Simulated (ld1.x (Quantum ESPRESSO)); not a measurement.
# An RRKJ potential for Cu, from input to tests

Task: generate the file, and judge it by its errors in other configurations, its logarithmic derivatives, its ghosts and its cutoff.

Program: ld1.x (Quantum ESPRESSO) 7.5. Reference atom: PBE, scalar-relativistic, spherical and spin-unpolarised. All values are calculated.

## Step 1: The atom and the settings

The settings as typed:

* element: copper (Cu, Z = 29)
* type: norm-conserving RRKJ (Kleinman–Bylander form)
* frozen core: [Ar]
* valence charge: 11
* reference configuration: 3d10 4s1 4p0
* partial waves: 4p (bound, empty): rc 3.05 bohr; 3d (bound): rc 1.30 bohr; 4s (bound): rc 2.20 bohr
* local potential: the s channel
* core correction: Bessel-smoothed model core, default radius (core density twice the valence density)

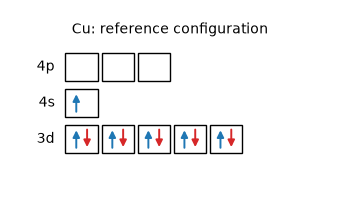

The outer shells as boxes. The arrows follow Hund's rule for the drawing; the calculation itself is spin-unpolarised.

An earlier all-electron run gives the scale for the radii.

All-electron outer shells of the reference configuration (PBE, scalar-relativistic, ld1.x):

```tsv
shell	level (eV)	outermost node (bohr)	outermost maximum (bohr)
3s	-114.70	0.29	0.61
3p	-72.14	0.26	0.62
3d	-5.04	–	0.60
4s	-4.61	0.89	2.27
4p	-0.70	0.97	3.65
```

## Step 2: Generating the potential

Cu.in

```
 &input
   title='Cu', zed=29., rel=1, dft='PBE', iswitch=3,
   config='[Ar] 3d10 4s1 4p0',
   nld=3, rlderiv=3.30, eminld=-2.0, emaxld=5.0, deld=0.02
 /
 &inputp
   pseudotype=2, tm=.false., rho0=0.02, lloc=0,
   nlcc=.true., new_core_ps=.true.,
   file_pseudopw='Cu.UPF', file_wfcaegen='ae.wfc', file_wfcncgen='nc.wfc', file_beta='beta', file_chi='chi'
 /
3
4P  2  1   0.00   0.00  3.05  3.05  0.0
3D  3  2  10.00   0.00  1.30  1.30  0.0
4S  1  0   1.00   0.00  2.20  2.20  0.0
 &test
   configts(1)='3d10 4s1 4p0'
 /
```

The run is started by

```bash
$ ld1.x < Cu.in > Cu.out
```

Output in Cu.out (without the banner and most projector matrices):

```text
     Program LD1 v.7.5
     --------------------------- All-electron run ----------------------------

     Cu
     scalar relativistic calculation

     atomic number is 29.00
     dft =PBE   lsd =0 sic =0 latt =0  beta=0.20 tr2=1.0E-14
     Exchange-correlation= PBE
                           (   1   4   3   4   0   0   0)
     mesh =1199 r(mesh) = 100.25372 a.u. xmin = -7.00 dx = 0.01250
     1 Ry =  13.60569312 eV, c = 137.03599908

     n l     nl                  e(Ry)          e(Ha)          e(eV)
     1 0     1S 1( 2.00)      -650.5489      -325.2745     -8851.1694
     2 0     2S 1( 2.00)       -78.0904       -39.0452     -1062.4738
     2 1     2P 1( 6.00)       -67.3965       -33.6983      -916.9763
     3 0     3S 1( 2.00)        -8.4305        -4.2153      -114.7030
     3 1     3P 1( 6.00)        -5.3024        -2.6512       -72.1430
     3 2     3D 1(10.00)        -0.3703        -0.1851        -5.0378
     4 0     4S 1( 1.00)        -0.3388        -0.1694        -4.6093
     4 1     4P 1( 0.00)        -0.0512        -0.0256        -0.6967

     final scf error:  5.3E-15 reached in  32 iterations

     Etot =   -3309.701531 Ry,   -1654.850765 Ha,  -45030.783357 eV

     Ekin =    3358.932341 Ry,    1679.466170 Ha,   45700.602648 eV
     Encl =   -7969.314771 Ry,   -3984.657386 Ha, -108428.051175 eV
     Eh   =    1435.751702 Ry,     717.875851 Ha,   19534.397054 eV
     Exc  =    -135.070802 Ry,     -67.535401 Ha,   -1837.731883 eV

     normalization and overlap integrals

     s(1S/1S) =  1.000000  <r> =   0.0521  <r2> =    0.0037  r(max) =   0.0341
     s(2S/2S) =  1.000000  <r> =   0.2352  <r2> =    0.0653  r(max) =   0.1960
     s(2P/2P) =  1.000000  <r> =   0.2064  <r2> =    0.0523  r(max) =   0.1585
     s(3S/3S) =  1.000000  <r> =   0.7119  <r2> =    0.5863  r(max) =   0.6112
     s(3P/3P) =  1.000000  <r> =   0.7494  <r2> =    0.6650  r(max) =   0.6189
     s(3D/3D) =  1.000000  <r> =   1.0474  <r2> =    1.5756  r(max) =   0.6036
     s(4S/4S) =  1.000000  <r> =   2.9362  <r2> =   10.2155  r(max) =   2.2710
     s(4P/4P) =  1.000000  <r> =   5.1791  <r2> =   33.4210  r(max) =   3.6517

     ------------------------ End of All-electron run ------------------------

     --------------------- Generating NC pseudopotential ---------------------

      Generating local pot.: lloc=0, matching radius rcloc =   2.2000

      Computing core charge for nlcc:

       r > 0.36 : true rho core
      Core charge pseudized with two Bessel functions
      Integrated core pseudo-charge :  13.67

      Wfc   4P  rcut= 3.027  Estimated cut-off energy=       18.80 Ry
      This function has    0 nodes for 0 < r <    3.027

      Wfc   3D  rcut= 1.294  Estimated cut-off energy=      139.75 Ry
      This function has    0 nodes for 0 < r <    1.294

     ------------------- End of pseudopotential generation -------------------

     [... the all-electron block is printed once more ...]


     Computing logarithmic derivative in   3.28371
     Computing logarithmic derivative in   3.28371
     Computing the partial wave expansion
       no projector for channel:   0
     R is outside the sphere for l=    1 j= 0.00
     R is outside the sphere for l=    2 j= 0.00

     ---------------------- Testing the pseudopotential ----------------------

     Cu
     scalar relativistic calculation

     atomic number is 29.00   valence charge is 11.00
     dft =PBE   lsd =0 sic =0 latt =0  beta=0.20 tr2=1.0E-14
     mesh =1199 r(mesh) = 100.25372 xmin = -7.00 dx = 0.01250

     n l     nl             e AE (Ry)        e PS (Ry)    De AE-PS (Ry)
     3 2     3D   1(10.00)       -0.37027       -0.37027        0.00000
     1 0     4S   1( 1.00)       -0.33878       -0.33878        0.00000
     2 1     4P   1( 0.00)       -0.05121       -0.05121        0.00000

     eps = 2.5E-16  iter = 12

     Etot =   -3309.701531 Ry,   -1654.850765 Ha,  -45030.783357 eV
     Etotps =  -144.109696 Ry,     -72.054848 Ha,   -1960.712304 eV

     Ekin =     133.375400 Ry,      66.687700 Ha,    1814.664764 eV
     Encl =    -153.433099 Ry,     -76.716549 Ha,   -2087.563656 eV
     Ehrt =      95.620699 Ry,      47.810350 Ha,    1300.985888 eV
     Ecxc =     -69.084526 Ry,     -34.542263 Ha,    -939.942856 eV
     (Ecc =     -46.854791 Ry,     -23.427395 Ha,    -637.491903 eV)
     Epseu=    -150.588171 Ry,     -75.294086 Ha,   -2048.856443 eV

     ---------------------- End of pseudopotential test ----------------------
```

It took 1.5 s on 1 thread of Neoverse-V1, shared host. (Generation and the later configuration tests together.)

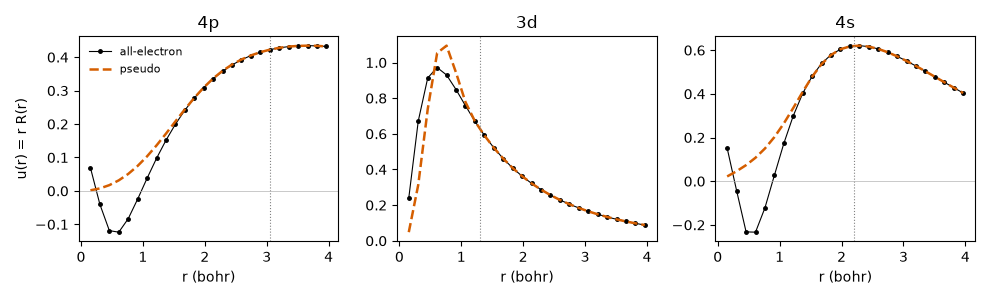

Bound waves of the atom and their pseudo partners (4p, 3d, 4s), with the matching radii dotted. The curves join 26 sampled radii, too few to resolve the innermost nodes.

## Step 3: Transferability test

Cu.test.in

```
 &input
   title='Cu', zed=29., rel=1, dft='PBE', iswitch=2,
   config='[Ar] 3d10 4s1 4p0'
 /
 &test
   file_pseudo='Cu.UPF', nconf=8,
   configts(1)='3d10 4s1 4p0',
   configts(2)='3d10 4s0 4p0',
   configts(3)='3d9 4s0 4p0',
   configts(4)='3d8 4s0 4p0',
   configts(5)='3d10 4s0 4p1',
   configts(6)='3d9 4s2 4p0',
   configts(7)='3d10 4s0.5 4p0',
   configts(8)='3d9 4s1 4p0'
 /
```

The run is started by

```bash
$ ld1.x < Cu.test.in > Cu.test.out
```

Cu.test.out, the pseudopotential blocks, each with the warnings that came before it:

```text
     ---------------------- Testing the pseudopotential ----------------------

     Cu
     scalar relativistic calculation

     atomic number is 29.00   valence charge is 11.00
     dft =PBE   lsd =0 sic =0 latt =0  beta=0.20 tr2=1.0E-14
     mesh =1199 r(mesh) = 100.25372 xmin = -7.00 dx = 0.01250

     n l     nl             e AE (Ry)        e PS (Ry)    De AE-PS (Ry)
     3 2     3D   1(10.00)       -0.37027       -0.37027        0.00000
     1 0     4S   1( 1.00)       -0.33878       -0.33878        0.00000
     2 1     4P   1( 0.00)       -0.05121       -0.05121        0.00000

     eps = 9.5E-15  iter = 19

     Etot =   -3309.701531 Ry,   -1654.850765 Ha,  -45030.783357 eV
     Etotps =  -144.109698 Ry,     -72.054849 Ha,   -1960.712325 eV

     Ekin =     133.375398 Ry,      66.687699 Ha,    1814.664740 eV
     Encl =    -153.433099 Ry,     -76.716549 Ha,   -2087.563660 eV
     Ehrt =      95.620699 Ry,      47.810350 Ha,    1300.985891 eV
     Ecxc =     -69.084526 Ry,     -34.542263 Ha,    -939.942856 eV
     (Ecc =     -46.854791 Ry,     -23.427395 Ha,    -637.491903 eV)
     Epseu=    -150.588171 Ry,     -75.294085 Ha,   -2048.856441 eV

     ---------------------- End of pseudopotential test ----------------------

     ---------------------- Testing the pseudopotential ----------------------

     Cu
     [...]
     n l     nl             e AE (Ry)        e PS (Ry)    De AE-PS (Ry)
     3 2     3D   1(10.00)       -1.00387       -0.99980       -0.00408
     1 0     4S   1( 0.00)       -0.87409       -0.87635        0.00226
     2 1     4P   1( 0.00)       -0.48142       -0.48301        0.00160

     eps = 9.5E-16  iter = 15

     Etot =   -3309.102669 Ry,   -1654.551334 Ha,  -45022.635421 eV
     Etotps =  -143.509805 Ry,     -71.754903 Ha,   -1952.550374 eV
     dEtot_ae =       0.598862 Ry
     dEtot_ps =       0.599892 Ry,   Delta E=      -0.001030 Ry

     [...]
     ---------------------- End of pseudopotential test ----------------------

     Warning: n=3, l=2 expected 0 nodes, found 1
     ---------------------- Testing the pseudopotential ----------------------

     Cu
     [...]
     n l     nl             e AE (Ry)        e PS (Ry)    De AE-PS (Ry)
     3 2     3D   1( 9.00)       -2.17762       -2.21827        0.04065  !
     1 0     4S   1( 0.00)       -1.64243       -1.64682        0.00439
     2 1     4P   1( 0.00)       -1.12816       -1.12587       -0.00228

     eps = 2.0E-15  iter = 16

     Etot =   -3307.534761 Ry,   -1653.767381 Ha,  -45001.302955 eV
     Etotps =  -141.927402 Ry,     -70.963701 Ha,   -1931.020673 eV
     dEtot_ae =       2.166770 Ry
     dEtot_ps =       2.182296 Ry,   Delta E=      -0.015527 Ry

     [...]
     ---------------------- End of pseudopotential test ----------------------

     ---------------------- Testing the pseudopotential ----------------------

     Cu
     [...]
     n l     nl             e AE (Ry)        e PS (Ry)    De AE-PS (Ry)
     3 2     3D   1( 8.00)       -3.59499       -3.71638        0.12139  !
     1 0     4S   1( 0.00)       -2.53770       -2.56088        0.02318  !
     2 1     4P   1( 0.00)       -1.91536       -1.91156       -0.00380

     eps = 1.0E-14  iter = 18

     Etot =   -3304.666857 Ry,   -1652.333428 Ha,  -44962.283127 eV
     Etotps =  -138.980166 Ry,     -69.490083 Ha,   -1890.921482 eV
     dEtot_ae =       5.034674 Ry
     dEtot_ps =       5.129532 Ry,   Delta E=      -0.094858 Ry

     [...]
     ---------------------- End of pseudopotential test ----------------------

     ---------------------- Testing the pseudopotential ----------------------

     Cu
     [...]
     n l     nl             e AE (Ry)        e PS (Ry)    De AE-PS (Ry)
     3 2     3D   1(10.00)       -0.52571       -0.52410       -0.00160
     1 0     4S   1( 0.00)       -0.44612       -0.44681        0.00068
     2 1     4P   1( 1.00)       -0.12603       -0.12614        0.00010

     eps = 2.8E-15  iter = 21

     Etot =   -3309.397502 Ry,   -1654.698751 Ha,  -45026.646835 eV
     Etotps =  -143.805324 Ry,     -71.902662 Ha,   -1956.571111 eV
     dEtot_ae =       0.304029 Ry
     dEtot_ps =       0.304374 Ry,   Delta E=      -0.000345 Ry

     [...]
     ---------------------- End of pseudopotential test ----------------------

     ---------------------- Testing the pseudopotential ----------------------

     Cu
     [...]
     n l     nl             e AE (Ry)        e PS (Ry)    De AE-PS (Ry)
     3 2     3D   1( 9.00)       -0.69958       -0.73502        0.03544  !
     1 0     4S   1( 2.00)       -0.42717       -0.42415       -0.00302
     2 1     4P   1( 0.00)       -0.08609       -0.08356       -0.00252

     eps = 9.6E-15  iter = 17

     Etot =   -3309.556741 Ry,   -1654.778371 Ha,  -45028.813395 eV
     Etotps =  -143.947890 Ry,     -71.973945 Ha,   -1958.510815 eV
     dEtot_ae =       0.144790 Ry
     dEtot_ps =       0.161808 Ry,   Delta E=      -0.017019 Ry

     [...]
     ---------------------- End of pseudopotential test ----------------------

     ---------------------- Testing the pseudopotential ----------------------

     Cu
     [...]
     n l     nl             e AE (Ry)        e PS (Ry)    De AE-PS (Ry)
     3 2     3D   1(10.00)       -0.67108       -0.66899       -0.00209
     1 0     4S   1( 0.50)       -0.59517       -0.59605        0.00088
     2 1     4P   1( 0.00)       -0.25132       -0.25181        0.00049

     eps = 7.6E-15  iter = 18

     Etot =   -3309.469123 Ry,   -1654.734561 Ha,  -45027.621283 eV
     Etotps =  -143.877060 Ry,     -71.938530 Ha,   -1957.547124 eV
     dEtot_ae =       0.232408 Ry
     dEtot_ps =       0.232638 Ry,   Delta E=      -0.000230 Ry

     [...]
     ---------------------- End of pseudopotential test ----------------------

     ---------------------- Testing the pseudopotential ----------------------

     Cu
     [...]
     n l     nl             e AE (Ry)        e PS (Ry)    De AE-PS (Ry)
     3 2     3D   1( 9.00)       -1.38593       -1.42126        0.03533  !
     1 0     4S   1( 1.00)       -0.99920       -0.99755       -0.00164
     2 1     4P   1( 0.00)       -0.56486       -0.56074       -0.00412

     eps = 3.8E-15  iter = 17

     Etot =   -3308.850568 Ry,   -1654.425284 Ha,  -45019.205425 eV
     Etotps =  -143.244280 Ry,     -71.622140 Ha,   -1948.937720 eV
     dEtot_ae =       0.850962 Ry
     dEtot_ps =       0.865418 Ry,   Delta E=      -0.014455 Ry

     [...]
     ---------------------- End of pseudopotential test ----------------------
```

The tests as a table, with energies relative to 3d10 4s1 4p0. A star marks tests that logged a warning.

| valence configuration | charge | ΔE all-electron (eV) | error AE − PS (meV) |
| --- | --- | --- | --- |
| 3d10 4s0 4p0 | +1 | 8.148 | -14 |
| 3d9 4s0 4p0 * | +2 | 29.480 | -211 |
| 3d8 4s0 4p0 | +3 | 68.500 | -1291 |
| 3d10 4s0 4p1 | 0 | 4.137 | -4.7 |
| 3d9 4s2 4p0 | 0 | 1.970 | -232 |
| 3d10 4s0.5 4p0 | +0.5 | 3.162 | -3.1 |
| 3d9 4s1 4p0 | +1 | 11.578 | -197 |

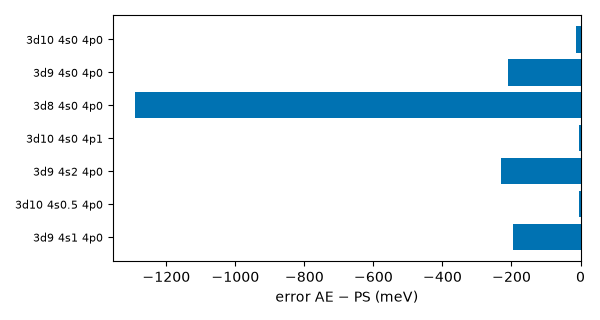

Error of the potential in each test configuration.

## Step 4: Logarithmic derivatives

Taken from the files of the generation run. The phase is arctan(r·u′/u) with u = r·R, unwrapped, with energies in Ry. A pole is an energy at which the radial function vanishes at the test radius. The pseudo phase is shifted by a multiple of π to meet the all-electron one at the reference energy. Levels narrower than the energy grid can be missing from the poles. The last column is the largest difference on the grid between −1 and +1 Ry.

| channel | radius (bohr) | reference (Ry) | poles AE | poles PS | window around the reference with phases within 0.05 rad (Ry) | largest difference near zero (rad) |
| --- | --- | --- | --- | --- | --- | --- |
| s | 3.28 | -0.34 | 0.28, 4.70 | 0.27, 4.18 | below 1.6 | 0.006 |
| p | 3.28 | -0.05 | 1.04 | 1.04 | below 2.8 | 0.000 |
| d | 3.28 | -0.37 | -0.34, 2.46 | -0.34, 2.77 | below 0.6 | 0.172 |

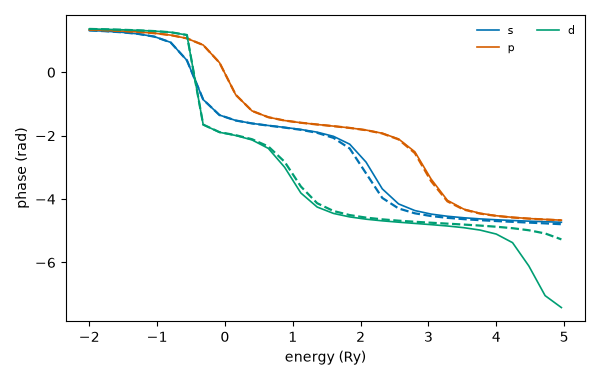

Phases by channel: all-electron solid, pseudo dashed.

## Step 5: Plane-wave convergence, by spherical Bessel functions

A separate test, outside the generator: the pseudo-atom's Hamiltonian at the reference potential is diagonalised in spherical Bessel functions j_l(qr) that vanish at 20 bohr, with q² up to the cutoff.

All-electron valence levels (Ry): 4p -0.0512, 3d -0.3703, 4s -0.3388. The lowest levels of each channel (Ry) by cutoff; the last column sums, over occupied levels, occupation times the distance from the level at 400 Ry. A positive value at high cutoff is not a bound level.

| cutoff (Ry) | p #1 | d #1 | s #1 | f #1 | Σ f·Δε (mRy) |
| --- | --- | --- | --- | --- | --- |
| 8 | -0.0503 | 0.0632 | -0.3342 | 0.1122 | 4339.8 |
| 15 | -0.0511 | 0.0632 | -0.3367 | 0.1122 | 4337.2 |
| 21 | -0.0511 | 0.0632 | -0.3380 | 0.1122 | 4335.9 |
| 35 | -0.0511 | 0.0631 | -0.3387 | 0.1122 | 4334.3 |
| 45 | -0.0511 | 0.0629 | -0.3387 | 0.1122 | 4332.0 |
| 60 | -0.0511 | 0.0284 | -0.3388 | 0.1122 | 3987.4 |
| 80 | -0.0511 | -0.3064 | -0.3388 | 0.1122 | 638.8 |
| 110 | -0.0511 | -0.3695 | -0.3388 | 0.1122 | 8.4 |
| 140 | -0.0511 | -0.3700 | -0.3388 | 0.1122 | 3.3 |
| 160 | -0.0511 | -0.3702 | -0.3388 | 0.1122 | 0.9 |
| 200 | -0.0511 | -0.3703 | -0.3388 | 0.1122 | 0.4 |
| 400 | -0.0511 | -0.3703 | -0.3388 | 0.1122 | 0.0 |

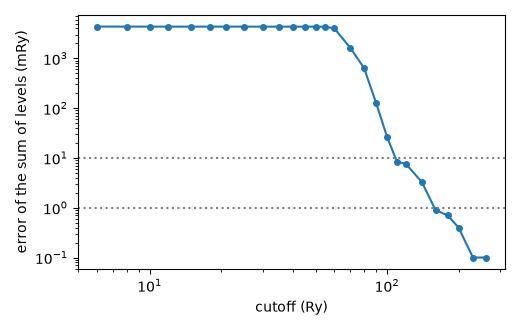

Occupation-weighted error of the valence levels against the cutoff; the dotted lines mark 10 and 1 mRy.

The sum stays within 10 mRy from 110 Ry and within 1 mRy from 160 Ry. The sum leaves out empty levels, which can need more. Ghost test: no level below the all-electron spectrum of its channel (p, d, s, f tested).

## Step 6: Summary of results

| quantity | value |
| --- | --- |
| cutoffs for 10 and 1 mRy, occupied levels | 110 Ry and 160 Ry |
| bound ghosts | none found |
| largest test error (AE − PS) | -1291 meV, for 3d8 4s0 4p0 |
| largest phase difference near zero energy, channels read | 0.172 rad |

In words: By total energies transferability is poor: the largest error is 1291 meV on 68.5 eV, for 3d8 4s0 4p0. That test lies far up in energy; among those under 40 eV, nearer to bonding, the largest error is 232 meV. It counts as hard, with 110 Ry needed at the looser tolerance. The slowest occupied level is 3d: taken alone it needs 110 Ry to come within 1 mRy, against 21 Ry for 4s. No bound ghost shows below the valence levels. Of the channels read, d scatters worst near zero energy, by up to 0.17 rad.
